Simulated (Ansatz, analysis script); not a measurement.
# Energy of a turned moment in MnS

Aim: the energy that it costs to turn one moment of MnS against the others.

Main program and level: Ansatz 0.2.0; PBEsol with U = 4 eV on Mn d (ortho-atomic projectors), PAW set soft_1 (files made for PBE).

The database entry behind the starting cell differs from later determinations by our own check (an axis about 0.2 % short against later determinations), so it need not match the best structure at ambient conditions.

### 1. Starting point

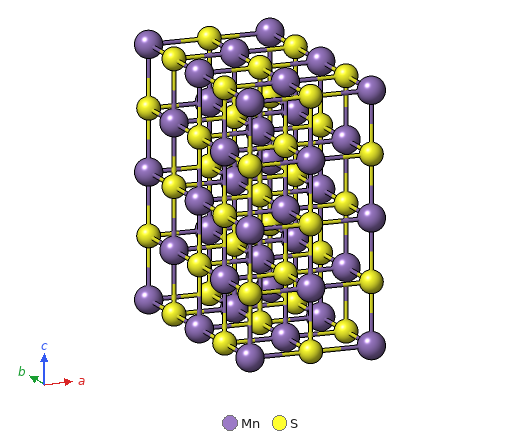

Start, viewed slightly off an axis; manganese light purple, sulfur yellow. 1×2×2 cells are drawn. This picture shows the conventional cell, with its axes. Some periodic images of atoms are drawn too.

The cell of this run holds 4 atoms, 2 of them with a starting moment; values «a cell» refer to the cell of the run in question.

### 2. Collinear start 1: antiferro q=(0,1/2,1/2) +-

The order that a run ends on hangs on its start, so several orders are typed and the lowest is carried on. The program's own search can turn an unstable start over.

input.yaml reads:

```yaml
crystal:
  lattice:
    - [0.0, 2.6045, 2.6045]
    - [5.209, 0.0, 5.209]
    - [5.209, 2.6045, 2.6045]
  atoms:
    - { symbol: Mn, position: [0.0, 0.0, 0.0], spin: 4.5 }
    - { symbol: Mn, position: [0.0, 0.5, 0.0], spin: -4.5 }
    - { symbol: S, position: [0.5, 0.0, 0.5] }
    - { symbol: S, position: [0.5, 0.5, 0.5] }
magnetization:
  spin_polarized: true
kpoints:
  mp_grid: { grid: [6, 6, 6] }
hamiltonian:
  xc: pbesol
  hubbard:
    projectors: ortho-atomic
    sites: [{ species: Mn, l: d, u_eff: 4.0 }]
  pseudopotentials: { kind: paw, azcp: { folder: soft_1 }, xc_functional: pbe }
scf:
  occupations: { method: fermi_dirac, width: 0.05 }
  max_iter: 120
  convergence: { dr2_threshold: 1.0e-08 }
output:
  write_density: true
  write_potential: true
  elf: true
  volumetric_format: npy
```

The run is started by

```
$ ansatz run input.yaml --threads 4 --pin off --max-ram 8192MiB --backend cpu --events-out ev --progress --plain --runs-dir out
```

Numbers of over 12 decimals in the logs are rounded to 6 here.

What it wrote:

```text
Engine: ansatz 0.2.0, aarch64-unknown-linux-gnu
Pseudopotentials: kind: paw
Pseudopotential: Mn, paw, valence charge 15, recommended cutoff 420 eV (normal), soft_1/Mn.paw.azcp
Pseudopotential: S, paw, valence charge 6, recommended cutoff 420 eV (normal), soft_1/S.paw.azcp
Functional definition: PBEsol
  exchange = pbesol_x
  correlation = pbesol_c
Crystal: 4 atoms, lattice volume = 70.670 Å³
Basis set: ecut = 420 eV, 1393 PW (Γ)
Bands: 31, of which v1, the nominal top of the filled ones, is band 21 counted from 1 (20 counted from 0)
Symmetry: 16 space group operations
Space group: P4/mmm (ITA 123), of the structure as read, at distance tolerance 4.1e-5 Å
Magnetic group: BNS 123.350 (UNI 1010), of the structure as read, at distance tolerance 4.1e-5 Å
k-points: 40 of 216
Non-local potential: Mn, projectors of the file, l = 0: 3, l = 1: 2, l = 2: 3, l = 3: 1
Non-local potential: S, projectors of the file, l = 0: 2, l = 1: 2, l = 2: 1
PAW form: soft (Blöchl's): semilocal exchange-correlation on the pseudo side does not see the compensation charge
PAW frozen core: Mn, regenerated for the run's functional, and the local potential with it (the file was generated under x = pbe(κ = 0.804, μ = 0.219515), c = pbe(β = 0.066725))
PAW frozen core: S, regenerated for the run's functional, and the local potential with it (the file was generated under x = pbe(κ = 0.804, μ = 0.219515), c = pbe(β = 0.066725))
PAW one-centre angular grid: Mn, 590 points (default); XC on 64 Gauss nodes
PAW one-centre angular grid: S, 110 points (default); XC on 64 Gauss nodes
Initial density: superposition of atomic densities (chi_scale 0.1, normalization cell, long waves kept (reshape's long-wave potential 0.00 eV rms))
Starting moments: Σ|m| = 9 μB on 2 of 4 sites
Starting magnetic order: antiferromagnet; a translation exchanges its spin sublattices: spin-degenerate at every k-point
Initial wavefunctions: pseudopotential atomic-orbital guess
Functional: x = pbesol(κ = 0.804, μ = 0.123457), c = pbesol(β = 0.046)
SCF iter   1: F=—  HF=-9507.245858 eV  |F-HF|=—  |Δ(HF+E_count)|=         —  Δρ=4.59e-2 (↑4.59e-2 ↓4.59e-2)  dr2=3.53e0  dr2_m=3.40e-1  M=0.000 μB ∫|m|=9.462 μB  β_m=1.00  ethr=3.10e-3  ⟨swp⟩=5.8  Hψ=5332  notcnv=0
preconditioner: auto → Resta (q_TF=auto, 2.502 Å⁻¹)  ε∞=6.7  [insulator: Δε(μ)=0.400 eV  Ē_g=9.438 eV  σ=0.050 eV  W_gap=0.96  n_scr=20 (ndim 8)  ℏωp=22.5 eV  f_vac=0.000  D(μ)=0.04/eV (n_scr^D=0)  ε∞_Penn≈6.7]
spin=Collinear: Resta preconditioning applied to the charge; magnetization (m = ρ↑ − ρ↓) channel mixes plain (no charge-response kernel on spin).
SCF iter   2: F=—  HF=-9507.072832 eV  |F-HF|=—  |Δ(HF+E_count)|=   1.73e-1  Δρ=1.80e-2 (↑1.80e-2 ↓1.80e-2)  dr2=6.27e-1  dr2_m=3.54e-2  M=0.000 μB ∫|m|=9.607 μB  β_m=1.00  ethr=3.10e-3  ⟨swp⟩=2.6  Hψ=2588  notcnv=0  defer=90
SCF iter   3: F=—  HF=-9507.121874 eV  |F-HF|=—  |Δ(HF+E_count)|=   4.90e-2  Δρ=6.46e-3 (↑6.46e-3 ↓6.46e-3)  dr2=9.02e-2  dr2_m=2.78e-3  M=0.000 μB ∫|m|=9.659 μB  β_m=1.00  ethr=1.49e-3  ⟨swp⟩=2.2  Hψ=1883  notcnv=0  defer=94
SCF iter   4: F=—  HF=-9507.199490 eV  |F-HF|=—  |Δ(HF+E_count)|=   7.76e-2  Δρ=3.17e-3 (↑3.17e-3 ↓3.17e-3)  dr2=1.63e-2  dr2_m=9.71e-4  M=0.000 μB ∫|m|=9.691 μB  β_m=1.00  ethr=2.15e-4  ⟨swp⟩=2.6  Hψ=2312  notcnv=0  defer=113
SCF iter   5: F=—  HF=-9507.259064 eV  |F-HF|=—  |Δ(HF+E_count)|=   5.96e-2  Δρ=1.25e-3 (↑1.25e-3 ↓1.25e-3)  dr2=2.95e-3  dr2_m=7.18e-5  M=0.000 μB ∫|m|=9.699 μB  β_m=0.30  ethr=3.87e-5  ⟨swp⟩=2.1  Hψ=1928  notcnv=0  defer=113
Mixer restart at iter 5: flushing history
spin-set hold released at iteration 5 (site moments contracting): the magnetisation degrees of freedom join the quasi-Newton model from the next iteration; the mixer history was flushed
SCF iter   6: F=—  HF=-9507.281372 eV  |F-HF|=—  |Δ(HF+E_count)|=   2.23e-2  Δρ=1.04e-3 (↑1.04e-3 ↓1.04e-3)  dr2=2.14e-3  dr2_m=3.53e-5  M=0.000 μB ∫|m|=9.700 μB  β_m=0.65  ethr=7.02e-6  ⟨swp⟩=1.9  Hψ=1217  notcnv=0  defer=113
SCF iter   7: F=—  HF=-9507.303136 eV  |F-HF|=—  |Δ(HF+E_count)|=   2.18e-2  Δρ=3.78e-4 (↑3.78e-4 ↓3.78e-4)  dr2=1.98e-4  dr2_m=1.62e-5  M=0.000 μB ∫|m|=9.700 μB  β_m=0.57  ethr=5.09e-6  ⟨swp⟩=2.0  Hψ=2167  notcnv=0  defer=113
SCF iter   8: F=—  HF=-9507.303104 eV  |F-HF|=—  |Δ(HF+E_count)|=   3.18e-5  Δρ=1.02e-4 (↑1.02e-4 ↓1.02e-4)  dr2=1.41e-5  dr2_m=1.99e-6  M=0.000 μB ∫|m|=9.700 μB  β_m=0.79  ethr=4.71e-7  ⟨swp⟩=2.0  Hψ=1863  notcnv=0  defer=113
SCF iter   9: F=—  HF=-9507.303131 eV  |F-HF|=—  |Δ(HF+E_count)|=   2.72e-5  Δρ=4.89e-5 (↑4.89e-5 ↓4.89e-5)  dr2=5.89e-6  dr2_m=1.33e-7  M=0.000 μB ∫|m|=9.700 μB  β_m=0.89  ethr=3.36e-8  ⟨swp⟩=2.0  Hψ=1899  notcnv=0  defer=113
SCF iter  10: F=—  HF=-9507.303132 eV  |F-HF|=—  |Δ(HF+E_count)|=   1.18e-6  Δρ=1.26e-5 (↑1.26e-5 ↓1.26e-5)  dr2=2.04e-7  dr2_m=2.35e-8  M=0.000 μB ∫|m|=9.700 μB  β_m=0.95  ethr=1.40e-8  ⟨swp⟩=2.1  Hψ=1606  notcnv=0  defer=113
SCF iter  11: F=—  HF=-9507.303132 eV  |F-HF|=—  |Δ(HF+E_count)|=   1.97e-7  Δρ=4.22e-6 (↑4.22e-6 ↓4.22e-6)  dr2=3.67e-8  dr2_m=7.43e-10  M=0.000 μB ∫|m|=9.700 μB  β_m=0.97  ethr=4.87e-10  ⟨swp⟩=2.0  Hψ=1562  notcnv=0  defer=113
SCF iter  12: F=-9507.303132 eV  HF=-9507.303132 eV  |F-HF|=3.38e-10  |Δ(HF+E_count)|=   1.56e-8  Δρ=6.84e-7 (↑6.84e-7 ↓6.84e-7)  dr2=8.95e-10  dr2_m=4.07e-11  M=0.000 μB ∫|m|=9.700 μB  ethr=2.38e-11  ⟨swp⟩=8.9  Hψ=4369  notcnv=0
SCF 1 converged in 12 iterations: F = -9507.303132 eV  dr2 = 8.95e-10
  greatest PAW one-centre occupation: 1.000 electrons in one spin orbital (limit 2), on the Mn atom at site 1 (counted from 0), in its partial waves of l = 1
SCF converged after 12 iterations
Magnetization: 0.0000 μB (21.0000 up, 21.0000 down)
Absolute magnetization: 9.6997 μB (∫|ρ↑−ρ↓|, with the PAW one-centre terms)
Spin contamination: 4.9922 ħ² per cell (⟨S²⟩ above its minimum at these occupations)
Per-site moments (μB) at R_I (Å): [(4.468607, 1.074356), (-4.468607, 1.074356), (-0.036788, 1.074356), (0.036788, 1.074356)]
Free energy (F): -9507.303132 eV
Harris-Foulkes:  -9507.303132 eV  (|F-HF|=3.38e-10)
Internal energy: -9507.303124 eV  (E = F + TS)
E sigma→0 (E₀):  -9507.303128 eV
Entropy (-TS):   -0.000008 eV (-0.002 meV/atom)
Fermi energy:    10.447137 eV
--- Per-component energies (eV) ---
  E_band       = -623.595708
  E_kinetic    = 835.370390
  E_local      = -5365.864502  (includes V_loc(G=0)·N_el)
  E_nonlocal   = 1005.870586
  E_hartree    = 2042.885605
  E_xc         = -387.634482
  E_vxc        = -436.548036  (∫ρ·V_xc dr)
  E_hubbard    = 1.192309  (on-site DFT+U / exact-exchange correction)
  E_vhub       = -18.692165  (the Hubbard potential's part of the band-sum identity)
  E_paw        = -3789.358070  (= ΣΔE_a)
  E_vpaw       = -729.501034  (= ΣTr[D̂ρ^β])
  E_aug_tail   = 0.000191  (compensation charges beyond the density's cutoff)
  E_ewald      = -3850.228351
  E_core_change = 0.463200  (= ΣΔE_core)
  E_smearing   = -0.000008  (= −TS)
  E_closure    = -0.000000  (closes the sum)
  Σ components = -9507.303132   (vs F -9507.303132, Δ=0.00e0)
--- Band table (eV; the first three rows and the last of 80) ---
  k-point 0 ↑: bands = [... 17 lower, 7.0200, 8.6661, 8.6661, 8.6665, 11.2001, 11.4284, 12.1392, 12.5776, ... 6 higher]
  k-point 1 ↑: bands = [... 17 lower, 7.1936, 7.3956, 8.6787, 8.7439, 11.8582, 12.3025, 12.5745, 12.8228, ... 6 higher]
  k-point 2 ↑: bands = [... 17 lower, 7.1484, 7.6675, 9.2706, 9.2913, 12.6012, 12.7841, 13.1456, 13.6087, ... 6 higher]
  k-point 39 ↓: bands = [... 17 lower, 6.2298, 6.4137, 6.4137, 7.1200, 12.3911, 12.7609, 12.7609, 12.9795, ... 6 higher]
Occupation matrices written to <dir>
```

It took 2.6 s on 4 threads of Arm Neoverse V1, shared host; peak memory 0.5 GiB; 9.3 s of CPU time.

It ends antiferromagnetic, with 4.47 μB on the largest site.

### 3. Collinear start 2: antiferro q=(0,0,1/2) +-

A self-consistent run from these starting moments shows which magnetic state they lead to.

This run holds the same structure in another cell (b 7.367 → 3.683 Å, c 6.380 → 7.367 Å, α 30.0 → 60.0°, β 54.7 → 60.0°).

input.yaml, the sections that differ from step 2:

```yaml
crystal:
  lattice:
    - [0.0, 2.6045, 2.6045]
    - [2.6045, 0.0, 2.6045]
    - [5.209, 5.209, 0.0]
  atoms:
    - { symbol: Mn, position: [0.0, 0.0, 0.0], spin: 4.5 }
    - { symbol: Mn, position: [0.0, 0.0, 0.5], spin: -4.5 }
    - { symbol: S, position: [0.5, 0.5, 0.25] }
    - { symbol: S, position: [0.5, 0.5, 0.75] }
kpoints:
  mp_grid: { grid: [6, 6, 3] }
# magnetization, hamiltonian, scf: as in step 2
# output: removed
```

What it wrote:

```text
[...]
Crystal: 4 atoms, lattice volume = 70.670 Å³
Basis set: ecut = 420 eV, 1401 PW (Γ)
Bands: 31, of which v1, the nominal top of the filled ones, is band 21 counted from 1 (20 counted from 0)
Symmetry: 12 space group operations
[...]
k-points: 16 of 108
[...]
Starting moments: Σ|m| = 9 μB on 2 of 4 sites
[...]
Absolute magnetization: 9.4461 μB (∫|ρ↑−ρ↓|, with the PAW one-centre terms)
[...]
Per-site moments (μB) at R_I (Å): [(4.408049, 1.074356), (-4.408049, 1.074356), (1.5917301553570063e-16, 1.074356), (-1.6572279656369653e-16, 1.074356)]
Free energy (F): -9507.372829 eV
[...]
Internal energy: -9507.372829 eV  (E = F + TS)
E sigma→0 (E₀):  -9507.372829 eV
Fermi energy:    10.412669 eV
[...]
Occupation matrices written to <dir>
[key lines of the parts left out:]
SCF converged after 12 iterations
Magnetization: 0.0000 μB (21.0000 up, 21.0000 down)
```

Elapsed: 1.3 s, on 4 threads; peak memory 0.37 GiB; 4.2 s of CPU time.

It ends antiferromagnetic, with 4.41 μB on the largest site.

### 4. The collinear states

| typed order | atoms | final state | energy (meV/atom) | largest moment (μB) |
| --- | --- | --- | --- | --- |
| antiferro q=(0,1/2,1/2) +- | 4 | antiferromagnetic | 17.42 | 4.47 |
| antiferro q=(0,0,1/2) +- | 4 | antiferromagnetic | 0.00 | 4.41 |

The session goes on from the lowest state with moments found, typed antiferro q=(0,0,1/2) +-.

Spin moment in the atom's sphere by atom:

| atom | spin moment in the atom's sphere (μB) |
| --- | --- |
| Mn1 | 4.41 |
| Mn2 | -4.41 |
| S3 | 0.00 |
| S4 | 0.00 |

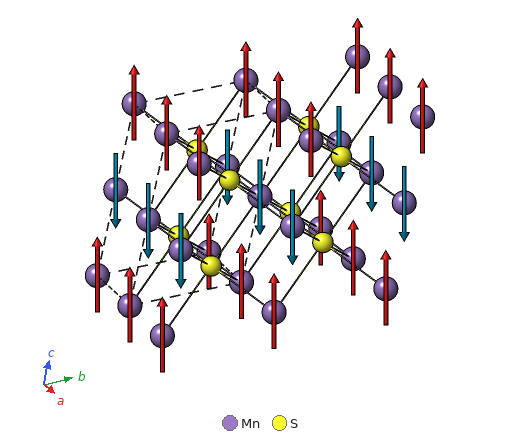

Spin moment in the atom's sphere as arrows, the longest 4.41 μB. Up and down stand for the sign. Arrows give size and sign along the axis of quantisation, drawn up and down the page. The two directions have two colours. Bonds to atoms that aren't drawn are left out. 2×2×1 cells are drawn. Some periodic images of atoms are drawn too.

Tables count atoms from 1; parts of the log count from 0.

(Part 1 of 2 ends here.)

[Logs and program files are shortened in this print: banners, set-up blocks, solver, clock and traceback lines can be left out without a mark of their own.]

[Logs are printed without paths, hosts, clocks, repeated set-up lines and the standing remarks that a program may print on its own settings, such as how far it seeks lower states.]

[Hosts, paths, dates, database ids (printed as entryN), source tags and the programs' standing remarks are cut or masked in the printed files.]
